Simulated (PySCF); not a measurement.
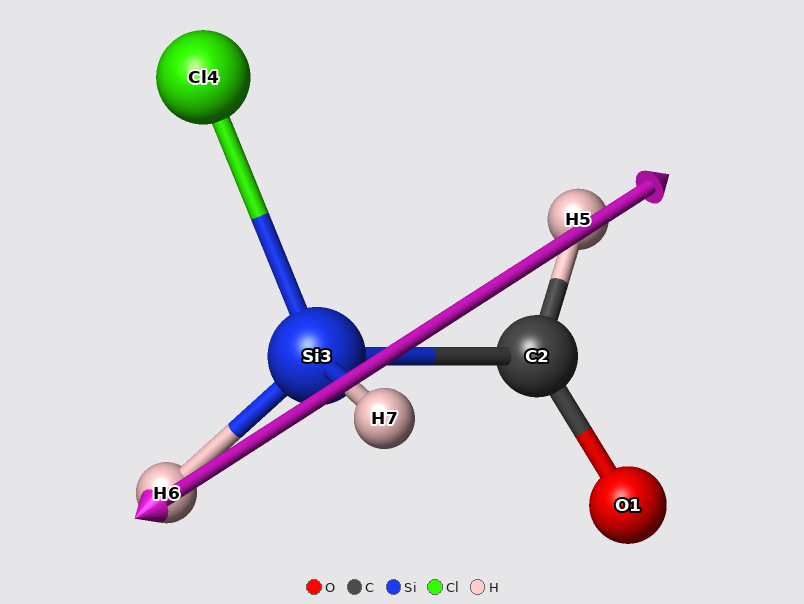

The double arrow shows the direction of the transition dipole to excited singlet state 6 (its length means nothing). The geometry was computed by an optimisation with PBE0-D3(BJ)/def2-SVP. No frequency run is at hand to confirm it as a minimum. Level of theory: TDDFT B3LYP/def2-SVPD, vertical, gas phase, core orbitals frozen in the response (PySCF 2.14.0).

Question: Where does the transition lie, and how strong is it?

Answer: 6.99 eV (177 nm), oscillator strength 0.12, mainly HOMO → LUMO+3 (weight 0.88); transition dipole 2.09 D.
